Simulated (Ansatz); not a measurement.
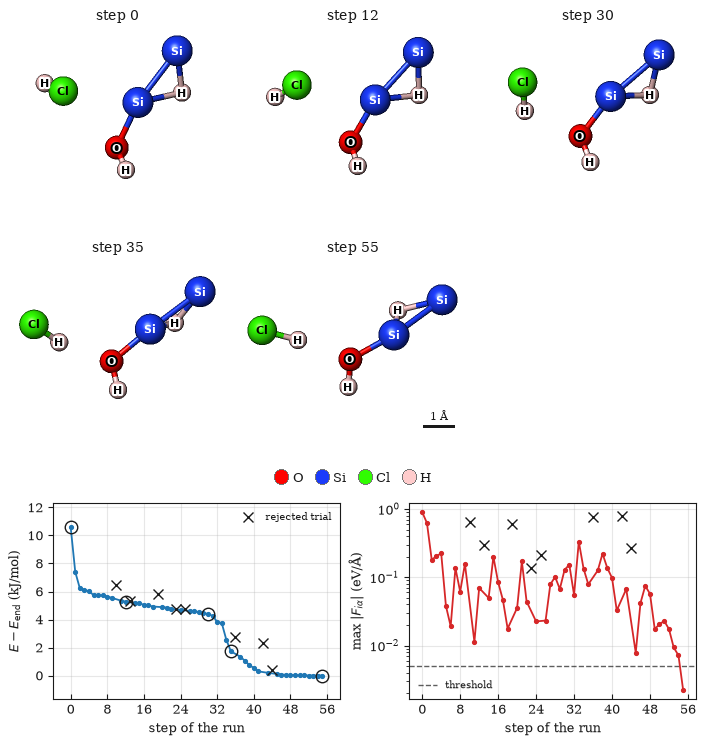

Frames of a relaxation of Si2H3OCl, marked on the history of the run. The picture is a ball-and-stick view, seen at a tilt.

It is one of the separated reactants of a reaction.

Method: RKS PBE0-D4/def2-TZVP in Ansatz 0.2.0. Set-up: force threshold 0.005 eV/Å; at most 200 steps.

Q: What happens along the run?

A: The energy falls by 10.6 kJ/mol in 47 accepted moves (55 points after the start). The largest force component goes from 0.9 to 0.0022 eV/Å. The line search rejected the trial steps at points 10, 13, 19, 23, 25, 36, 42, 44 of the run. The Cl atom moves most after the best rigid fit: 1.28 Å. By element the largest moves are Cl 1.28 Å, Si 1.21 Å, H 1.05 Å, O 1.02 Å. Some distances before and after: Cl–Si 3.127 → 4.517 Å, H–Si 1.810 → 1.718 Å, O–Si 1.679 → 1.648 Å, Si–Si 2.132 → 2.103 Å. Among the angles between lasting bonds that change: Si–O–H 113.6° → 118.1°, O–Si–Si 159.7° → 163.9°, Si–Si–H 55.4° → 52.7°. From step 0 to 12: an H atom moves most (0.49 Å), energy −5.33 kJ/mol. From step 12 to 30: an H atom moves most (0.64 Å), energy −0.90 kJ/mol. From step 30 to 35: the Cl atom moves most (0.69 Å), energy −2.65 kJ/mol. From step 35 to 55: an H atom moves most (0.54 Å), energy −1.73 kJ/mol.

Limits of the set-up: the start holds two separate molecules, 3.1 Å apart at their closest, whose relative position is a soft coordinate.
